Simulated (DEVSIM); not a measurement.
System: Ti/HfO2/n-Ge capacitor, at 300 K.

```tsv
layer (left to right)	material	thickness (nm)	Nd (cm⁻³)
1	HfO2	2.50	-
2	Ge	16000	1.3e15
```

Metal gate on the left, work function 4.33 eV. Fixed charge at the semiconductor interface 0 cm⁻² (in units of +e); no interface traps.

This is a model device: material constants are rounded textbook-type values typed into the input, and sizes, dopings and lifetimes were drawn at random. Values at 300 K.

```csv
parameter,HfO2,Ge
gap (eV),5.7,0.664
affinity (eV),2.5,4
permittivity,22,16
Nc (cm⁻³),-,1.04e19
Nv (cm⁻³),-,6e18
```

Model (solved in DEVSIM): 1D Poisson equation in equilibrium, Boltzmann statistics, complete ionisation; no quantum confinement or tunnelling. Metal contacts follow the ideal Schottky-Mott rule: no Fermi-level pinning, no interface dipoles.

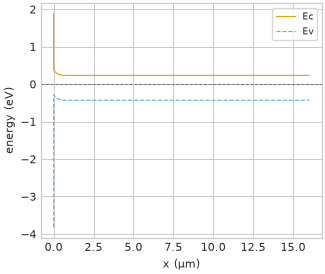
Band edges at -0.05 V on the gate

Energies count from the Fermi level of the right contact; mesh points crowd at the junctions.

```
x (μm)    Ec (eV)  Ev (eV)  n (cm⁻³)  p (cm⁻³)  field (V/cm)
--------  -------  -------  --------  --------  ------------
0.000       1.880   -3.820     < 1e2     < 1e2         -4400
0.001017    1.880   -3.820     < 1e2     < 1e2         -4400
0.002073    1.879   -3.821     < 1e2     < 1e2         -4400
0.003205    0.378   -0.286    4.6e12    9.6e13         -6000
0.007244    0.376   -0.288    5.0e12    8.7e13         -5900
0.01512     0.371   -0.293    6.0e12    7.3e13         -5800
0.03460     0.360   -0.304    9.2e12    4.8e13         -5500
0.1066      0.325   -0.339    3.7e13    1.2e13         -4500
0.2471      0.276   -0.388    2.4e14    1.8e12         -2600
0.5748      0.237   -0.427    1.1e15    4.0e11          -340
1.386       0.232   -0.432    1.3e15    3.4e11           ≈ 0
4.384       0.232   -0.432    1.3e15    3.4e11           ≈ 0
9.693       0.232   -0.432    1.3e15    3.4e11           ≈ 0
13.30       0.232   -0.432    1.3e15    3.4e11           ≈ 0
15.15       0.232   -0.432    1.3e15    3.4e11           ≈ 0
15.65       0.232   -0.432    1.3e15    3.4e11           ≈ 0
15.85       0.232   -0.432    1.3e15    3.4e11           ≈ 0
15.94       0.232   -0.432    1.3e15    3.4e11           ≈ 0
15.98       0.232   -0.432    1.3e15    3.4e11           ≈ 0
15.99       0.232   -0.432    1.3e15    3.4e11           ≈ 0
16.00       0.232   -0.432    1.3e15    3.4e11           ≈ 0
16.00       0.232   -0.432    1.3e15    3.4e11           ≈ 0
```
